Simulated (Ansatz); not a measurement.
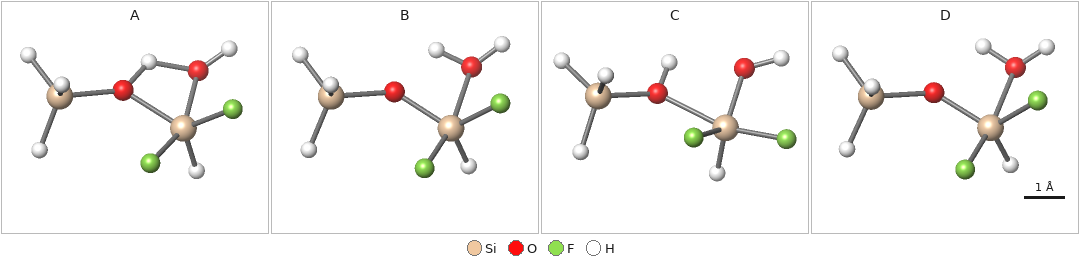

4 geometries from a converged minimum-energy path of Si2H6O2F2, shuffled. The picture is a ball-and-stick view, seen at a tilt.

Computed with Ansatz, RKS CAM-B3LYP/6-31G. Set-up: 5 movable images; climbing image; force threshold 0.05 eV/Å; iteration limit 60; starting path through a guess of the saddle point.

Which of them lies highest in energy?

A. In order along the path, whose images run from 0 to 6: C (image 1, +0.05 eV), A (image 3, +0.44 eV), B (image 5, 0.00 eV), D (image 6, −0.03 eV). A hydrogen atom shifts from one atom to another. Breaking: H–O (0.98 → 2.06 Å). Forming: H–O (1.98 → 0.98 Å).

The run took 11 min on 2 threads of Arm Neoverse N1 (shared host), peak memory 0.22 GiB.
